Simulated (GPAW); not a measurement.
# Work function of 1T-GeBr2 monolayer at several levels, part 2 of 2

Wanted: work functions and dipole of 1T-GeBr2 monolayer, with the cost of each level. Where a layer proves gapped, the work function hangs on where the smearing puts the Fermi level, and the band edges take its place.

GPAW 26.7.0; GPAW, PAW setups; layer in a repeated cell with vacuum, relaxation of atoms and in-plane cell (the session's first sound run).

So far, upper work function (eV): step 3 (the slab's potential, PBE, GPAW) 5.19; step 5 (revPBE) 5.03; step 6 (GPAW, PAW setups) 5.35; step 7 (LDA) 5.57; step 8 (RPBE) 5.03.

## 9. Real-space grid: mode = "fd"

Level of this step: GPAW, PAW setups; slab in vacuum (GPAW).

A real-space grid is a second complete basis, so it checks the plane-wave result.

File run.py:

```python
import json
import numpy as np
from ase import Atoms
from gpaw import GPAW

slab = Atoms(
    ['Br', 'Ge', 'Br'],
    positions=[
        [2.03345, 1.17402, 9.00000],
        [-0.00000, -0.00000, 10.60433],
        [-0.00000, 2.34802, 12.20865]],
    cell=[[4.0669, -0.0, 0.0], [-2.03345, 3.52203, 0.0], [0.0, 0.0, 21.2086]],
    pbc=[True, True, False])

slab.calc = GPAW(mode='fd', h=0.18, xc='PBE', kpts={'size': (12, 12, 1), 'gamma': True},
                 occupations={'name': 'fermi-dirac', 'width': 0.05}, nbands='200%',
                 convergence={'density': 1e-05}, maxiter=200,
                 poissonsolver={'dipolelayer': 'xy'},
                 symmetry={'tolerance': 1e-3}, txt='slab.txt')
result = {}
energy = slab.get_potential_energy()
fermi = slab.calc.get_fermi_level()
v = slab.calc.get_electrostatic_potential().mean((0, 1)) - fermi
n = slab.calc.get_pseudo_density().mean((0, 1))
L = slab.cell[2, 2]
z = np.arange(len(v)) * L / len(v)
low, high = slab.positions[:, 2].min(), slab.positions[:, 2].max()
below, above = np.interp([low - 6.8, high + 6.8], z, v)
slopes = [np.interp(x, z, np.gradient(v, z)) for x in (low - 6.8, high + 6.8)]
eps = np.array([[slab.calc.get_eigenvalues(k, s) for k in range(len(slab.calc.get_ibz_k_points()))]
                for s in range(slab.calc.get_number_of_spins())]) - fermi
top, bottom = eps[eps < 0].max(), eps[eps > 0].min()
dipole = slab.get_dipole_moment()[2]
print(f'energy {energy:.4f} eV, Fermi level {fermi:.4f} eV, dipole {dipole:.5f} e A')
print(f'potential 6.8 A off the faces, from the Fermi level: lower {below:.4f} eV, upper {above:.4f} eV')
print(f'slope of the potential there: lower {slopes[0]:.5f}, upper {slopes[1]:.5f} eV/A')
print(f'nearest levels on the mesh: {top:.4f} and {bottom:.4f} eV')
print('magnetic moment', round(slab.get_magnetic_moment(), 3))
result.update(energy=energy, fermi=fermi, dipole=dipole, below=below, above=above, slopes=slopes, edges=[top, bottom],
              z=z.tolist(), v=v.tolist(), n=n.tolist(), positions=slab.positions.tolist(),
              forces=slab.get_forces(apply_constraint=False).tolist(), moments=slab.get_magnetic_moments().tolist())
json.dump(result, open('result.json', 'w'))
```

Command:

```
OMP_NUM_THREADS=1 OPENBLAS_NUM_THREADS=1 python run.py
```

The log of the run:

```text
energy -9.5022 eV, Fermi level -5.2160 eV, dipole 0.00060 e A
potential 6.8 A off the faces, from the Fermi level: lower 5.2198 eV, upper 5.2123 eV
slope of the potential there: lower -0.00000, upper 0.00000 eV/A
nearest levels on the mesh: -1.3930 and 0.9547 eV
magnetic moment 0.0
```

Elapsed: 75 s, on 1 thread of AMD EPYC 7B13 (Zen 3), shared host; peak memory 0.55 GiB.

Numbers from this step:

- dipole along the normal: 5.96e-4 e·Å
- levels nearest the Fermi level on the mesh: -1.393, 0.9547 eV from the Fermi level
- upper work function: 5.212 eV
- lower work function: 5.220 eV
- upper ionisation energy: 6.605 eV

Electrostatic potential energy of an electron (without an applied field's), less the Fermi level, planar mean against z:

| z (Å) | electrostatic potential energy of an electron (without an applied field's), less the Fermi level, planar mean (eV) |
| --- | --- |
| 0 | 5.22 |
| 2 | 5.22 |
| 4 | 5.22 |
| 6 | 5.22 |
| 8 | 3.55 |
| 10 | -2.88 |
| 12 | -8.67 |
| 14 | 5.08 |
| 16 | 5.21 |
| 18 | 5.21 |
| 20 | 5.21 |

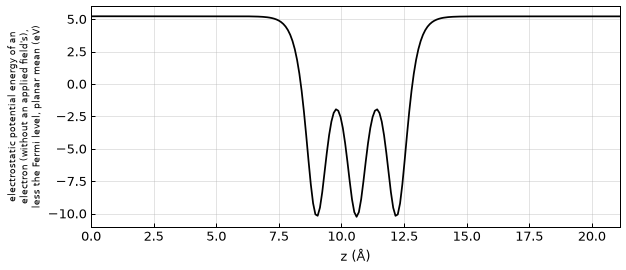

Electrostatic potential energy of an electron (without an applied field's), less the Fermi level, planar mean, plotted against z.

The highest filled level lies 1.39 eV under the Fermi level, so the ionisation energy from the upper face is 5.212 + 1.39 = 6.605 eV, against 6.606 eV in the base run.

## 10. Atomic orbitals: mode = "lcao"

Atom-centred orbitals end a few angstrom from the surface, which tests how much the density's tail matters.

Edit run.py of step 9 so:

```diff
@@ -14,4 +14,4 @@
 
-slab.calc = GPAW(mode='fd', h=0.18, xc='PBE', kpts={'size': (12, 12, 1), 'gamma': True},
-                 occupations={'name': 'fermi-dirac', 'width': 0.05}, nbands='200%',
+slab.calc = GPAW(mode='lcao', basis='dzp', h=0.18, xc='PBE', kpts={'size': (12, 12, 1), 'gamma': True},
+                 occupations={'name': 'fermi-dirac', 'width': 0.05}, nbands='120%',
                  convergence={'density': 1e-05}, maxiter=200,
```

The log of the run:

```text
energy -8.8997 eV, Fermi level -4.9474 eV, dipole 0.00060 e A
potential 6.8 A off the faces, from the Fermi level: lower 4.9512 eV, upper 4.9437 eV
slope of the potential there: lower -0.00000, upper -0.00000 eV/A
nearest levels on the mesh: -1.4288 and 0.9311 eV
magnetic moment 0.0
```

Elapsed: 26 s, on 1 thread; peak memory 0.27 GiB.

This step gave:

```
levels nearest the Fermi level on the mesh : -1.429, 0.9311 eV from the Fermi level
upper work function                        : 4.944 eV
lower work function                        : 4.951 eV
upper ionisation energy                    : 6.372 eV
```

Table of electrostatic potential energy of an electron (without an applied field's), less the Fermi level, planar mean by z:

| z (Å) | electrostatic potential energy of an electron (without an applied field's), less the Fermi level, planar mean (eV) |
| --- | --- |
| 0 | 4.95 |
| 1 | 4.95 |
| 2 | 4.95 |
| 3 | 4.95 |
| 4 | 4.95 |
| 5 | 4.95 |
| 6 | 4.95 |
| 7 | 4.93 |
| 8 | 3.47 |
| 9 | -10.2 |
| 10 | -3.08 |
| 11 | -5.72 |
| 12 | -8.78 |
| 13 | 1.96 |
| 14 | 4.88 |
| 15 | 4.94 |
| 16 | 4.94 |
| 17 | 4.94 |
| 18 | 4.94 |
| 19 | 4.94 |
| 20 | 4.94 |
| 21 | 4.94 |

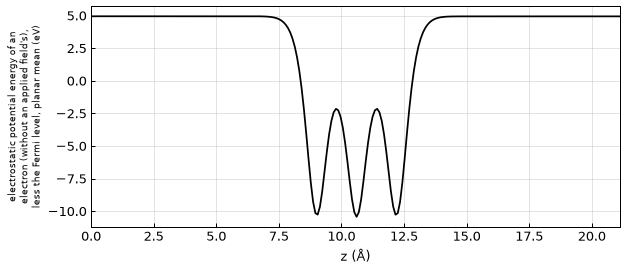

Electrostatic potential energy of an electron (without an applied field's), less the Fermi level, planar mean, plotted against z.

The highest filled level lies 1.43 eV under the Fermi level, so the ionisation energy from the upper face is 4.944 + 1.43 = 6.372 eV, against 6.606 eV in the base run.

## 11. Cost and result by level

Times are for 1 thread of AMD EPYC 7B13 (Zen 3), shared host. The series side by side:

| no. | run | upper ionisation energy (eV) | time | memory (GiB) |
| --- | --- | --- | --- | --- |
| 1 | pw | 6.606 | 17 s | 0.23 |
| 2 | vdW DF2 | 7.032 | 28 s | 0.43 |
| 3 | revPBE | 6.512 | 17 s | 0.23 |
| 4 | optPBE vdW | 6.832 | 28 s | 0.43 |
| 5 | LDA | 6.855 | 16 s | 0.22 |
| 6 | RPBE | 6.514 | 18 s | 0.23 |
| 7 | fd | 6.605 | 75 s | 0.55 |
| 8 | lcao | 6.372 | 26 s | 0.27 |

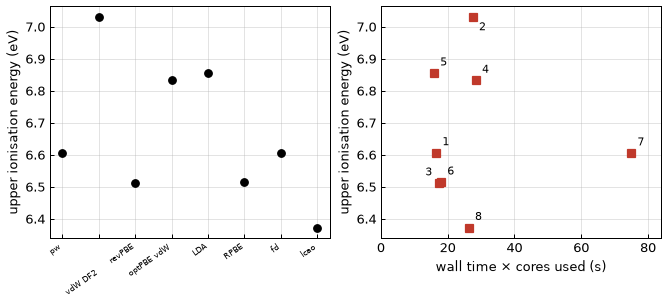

The series as plots; the last panel sets the first result against cost, with the runs numbered as in the table.

## 12. Side by side

Results and costs are gathered.

This step: comparison of work functions, dipole and cost (GPAW 26.7.0).

Ladder, by row:

| step | code | work function, upper (eV) | work function, lower (eV) | dipole (e Å) | wall time (s) | peak memory (GiB) | threads |
| --- | --- | --- | --- | --- | --- | --- | --- |
| pw | GPAW | 5.188 | 5.196 | 0.001222 | 16.56 | 0.23 | 1 |
| vdW-DF2 | GPAW | 5.611 | 5.618 | 0.00122 | 27.51 | 0.43 | 1 |
| revPBE | GPAW | 5.034 | 5.041 | 0.00122 | 17.26 | 0.23 | 1 |
| optPBE-vdW | GPAW | 5.348 | 5.356 | 0.00122 | 28.43 | 0.43 | 1 |
| LDA | GPAW | 5.572 | 5.579 | 0.00123 | 15.91 | 0.22 | 1 |
| RPBE | GPAW | 5.033 | 5.041 | 0.001219 | 18.02 | 0.23 | 1 |
| fd | GPAW | 5.212 | 5.22 | 5.96e-4 | 74.95 | 0.55 | 1 |
| lcao | GPAW | 4.944 | 4.951 | 5.96e-4 | 26.32 | 0.27 | 1 |

## 13. Summary of results

| Property | Result |
| --- | --- |
| work function, upper and lower face (Fermi level placed in the gap by the smearing) | 5.188 and 5.196 eV |
| ionisation energy from the upper face (highest filled level on the mesh) | 6.61 eV |
| electron affinity from the upper face (lowest empty Kohn-Sham level on the mesh) | 4.26 eV |
| dipole along the normal | 0.0012 e Å, near the numerical noise |

With plane waves and PBE the ionisation energy from the upper face is 6.61 eV and the Kohn-Sham electron affinity 4.26 eV. The levels nearest the Fermi level on the mesh lie 2.35 eV apart, so the slab is gapped there: the smearing puts the Fermi level inside the gap, and from either face the ionisation energy is the work function plus 1.4 eV. Both are Kohn-Sham levels on the mesh, and semilocal gaps are too small, so the affinity tends to come out too large and the ionisation energy too small. Work functions of a gapped slab move with the place of the Fermi level in the gap; over the runs without a planted fault the highest filled level on the mesh lies 6.37 (lcao) to 7.03 eV (vdW-DF2) under the upper vacuum level. The starting lattice was a guess from atomic radii; the relaxation moved it by 24 %. The small printed dipole stands for a step of -15 meV from the lower to the upper face, and the probes find -7.5 meV; values this small are near the numerical noise of both. The layer's cell and atoms come from the relaxation; spin-orbit coupling and temperature are left out.

[Logs are printed without paths, hosts, clocks, repeated set-up lines and the standing remarks that a program may print on its own settings, such as how far it seeks lower states.]

[Hosts, paths, dates, database ids (printed as entryN), source tags and the programs' standing remarks are cut or masked in the printed files.]
